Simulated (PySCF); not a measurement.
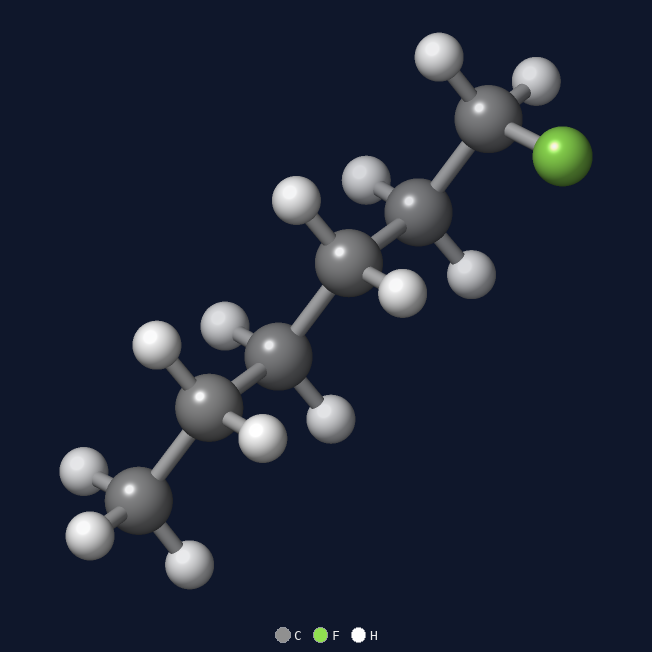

The picture shows a molecular structure as a ball-and-stick model.

The geometry was computed by an optimisation with GFN2-xTB. No frequency run is at hand to confirm it as a minimum.

Give the formula.

Answer. C6H13F, 20 atoms: 6 carbon, 13 hydrogen and 1 fluorine.

Count the bonded pairs by element.

Answer. 13 C–H, 5 C–C, 1 C–F.

Which point group does it belong to?

Answer. C1.

Give a SMILES string for it.

Answer. CCCCCCF

Name some functional groups or characteristic bonds that it holds.

Answer. Among them: C–F bond.

The parts below concern this one geometry. Atoms keep their numbers from picture to picture.

**Shape**

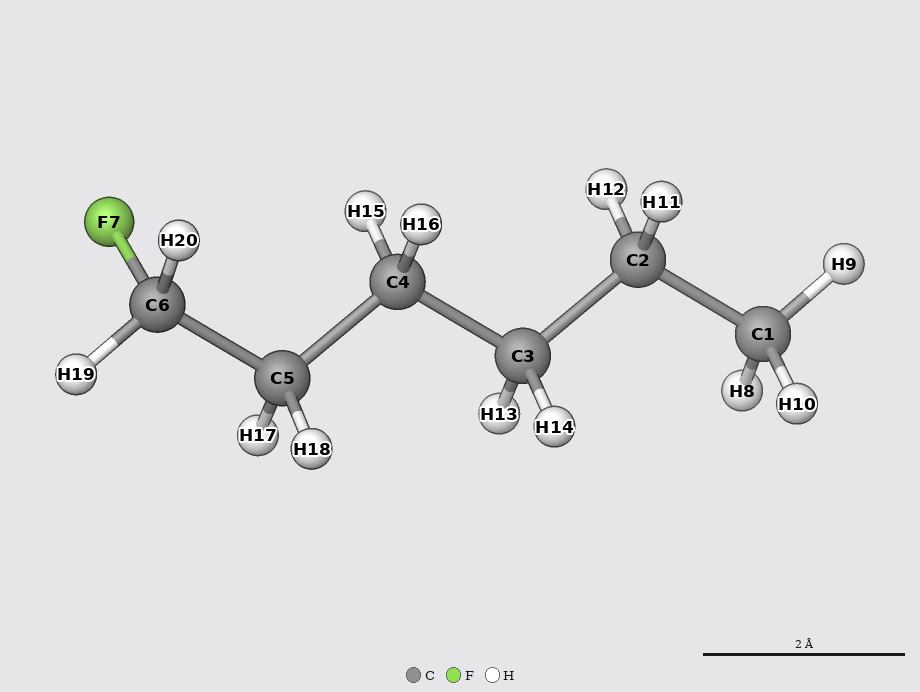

No frequency run is at hand to confirm it as a minimum.

List the bonds and their lengths. Leave out bonds to hydrogen.

| bond | length (Å) | order |
| --- | --- | --- |
| C1–C2 | 1.524 | single |
| C2–C3 | 1.527 | single |
| C3–C4 | 1.526 | single |
| C4–C5 | 1.528 | single |
| C5–C6 | 1.521 | single |
| C6–F7 | 1.375 | single |

**Electronic properties**

No frequency run is at hand to confirm it as a minimum. Level of theory: PBE0/pcSseg-1, gas phase (PySCF 2.14.0).

What does the calculation give?

- dipole moment: 1.75 D
- HOMO energy (Kohn–Sham orbital): −8.68 eV
- LUMO energy (Kohn–Sham orbital): 1.51 eV
- HOMO–LUMO gap: 10.19 eV

**NMR shielding**

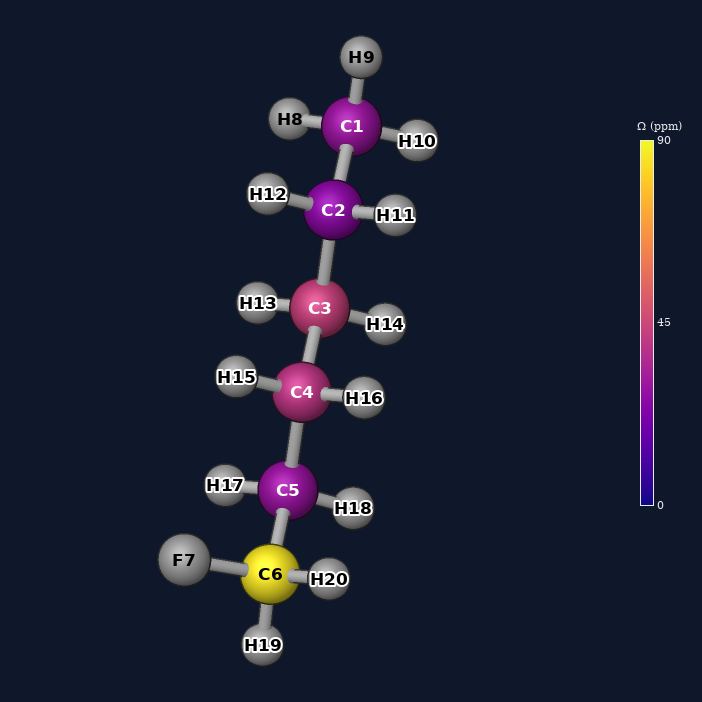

The C atoms are coloured by the span of their shielding tensor. No frequency run is at hand to confirm it as a minimum. Properties computed with GIAO PBE0/pcSseg-1 NMR shielding, non-relativistic, gas phase (PySCF 2.14.0). Principal shieldings σ11 ≤ σ22 ≤ σ33, span Ω = σ33 − σ11, skew κ = 3(σiso − σ22)/Ω.

Which C atom has the most anisotropic shielding?

Answer. C6, with a span of 86 ppm.

Give the shielding tensors of the C atoms.

| atom | σ11 | σ22 | σ33 | σiso | Ω | κ |
| --- | --- | --- | --- | --- | --- | --- |
| C1 | 158.0 | 162.9 | 187.6 | 169.5 | 29.6 | 0.67 |
| C2 | 146.0 | 156.1 | 172.3 | 158.1 | 26.2 | 0.23 |
| C3 | 129.1 | 144.4 | 172.5 | 148.6 | 43.4 | 0.30 |
| C4 | 132.5 | 158.3 | 172.7 | 154.5 | 40.2 | −0.28 |
| C5 | 136.2 | 148.1 | 165.4 | 149.9 | 29.2 | 0.18 |
| C6 | 63.8 | 85.7 | 149.6 | 99.7 | 85.9 | 0.49 |

Shieldings and span in ppm.

**Charges**

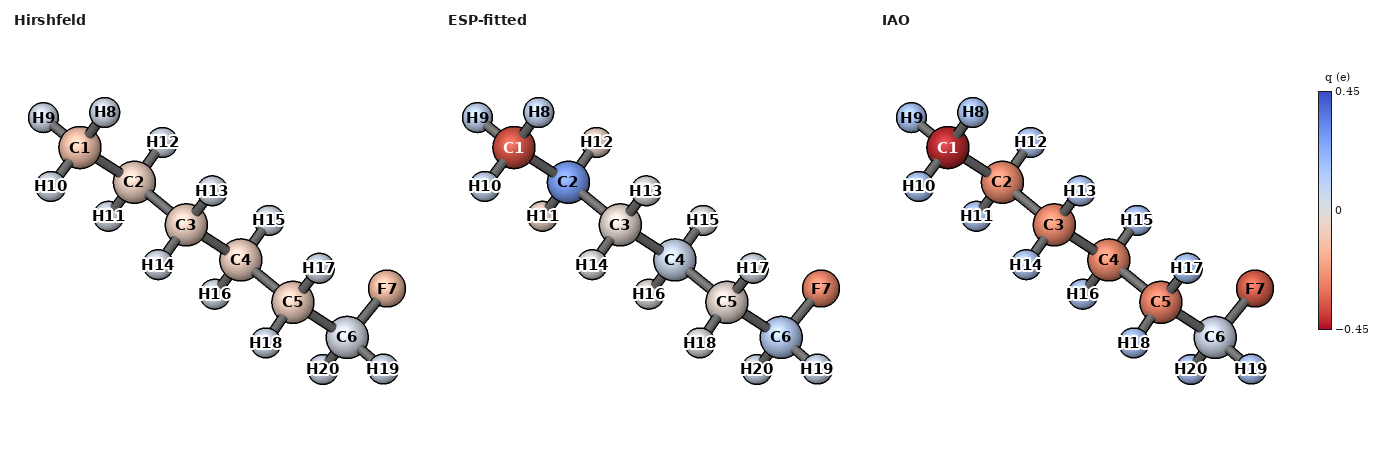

Atomic charges of one calculation by 3 schemes, on one colour scale. No frequency run is at hand to confirm it as a minimum. Level of theory: PBE0/pcSseg-1 (PySCF 2.14.0).

Which scheme gives the most polar picture (largest mean size of the charges)?

Answer. The IAO charges are the largest in size here, and the Hirshfeld charges the smallest.

On which atom do the schemes disagree most?

Answer. On C2 (from −0.24 to 0.27 e).

List the charges (e), one line for each set of equivalent atoms.

```json
{"atom": "C1", "Hirshfeld": "−0.12", "ESP-fitted": "−0.36", "IAO": "−0.42"}
{"atom": "C2", "Hirshfeld": "−0.06", "ESP-fitted": "0.27", "IAO": "−0.24"}
{"atom": "C3", "Hirshfeld": "−0.07", "ESP-fitted": "−0.03", "IAO": "−0.25"}
{"atom": "C4", "Hirshfeld": "−0.07", "ESP-fitted": "0.06", "IAO": "−0.25"}
{"atom": "C5", "Hirshfeld": "−0.08", "ESP-fitted": "−0.03", "IAO": "−0.27"}
{"atom": "C6", "Hirshfeld": "0.03", "ESP-fitted": "0.11", "IAO": "0.05"}
{"atom": "F7", "Hirshfeld": "−0.12", "ESP-fitted": "−0.26", "IAO": "−0.33"}
{"atom": "H8", "Hirshfeld": "0.04", "ESP-fitted": "0.08", "IAO": "0.14"}
{"atom": "H9", "Hirshfeld": "0.04", "ESP-fitted": "0.08", "IAO": "0.14"}
{"atom": "H10", "Hirshfeld": "0.04", "ESP-fitted": "0.08", "IAO": "0.13"}
{"atom": "H11", "Hirshfeld": "0.04", "ESP-fitted": "−0.06", "IAO": "0.13"}
{"atom": "H12", "Hirshfeld": "0.04", "ESP-fitted": "−0.05", "IAO": "0.13"}
{"atom": "H13", "Hirshfeld": "0.04", "ESP-fitted": "0.00", "IAO": "0.12"}
{"atom": "H14", "Hirshfeld": "0.03", "ESP-fitted": "0.00", "IAO": "0.12"}
{"atom": "H15", "Hirshfeld": "0.03", "ESP-fitted": "0.00", "IAO": "0.14"}
{"atom": "H16", "Hirshfeld": "0.03", "ESP-fitted": "−0.01", "IAO": "0.12"}
{"atom": "H17", "Hirshfeld": "0.04", "ESP-fitted": "0.03", "IAO": "0.14"}
{"atom": "H18", "Hirshfeld": "0.04", "ESP-fitted": "0.00", "IAO": "0.14"}
{"atom": "H19", "Hirshfeld": "0.04", "ESP-fitted": "0.05", "IAO": "0.14"}
{"atom": "H20", "Hirshfeld": "0.04", "ESP-fitted": "0.05", "IAO": "0.13"}
```
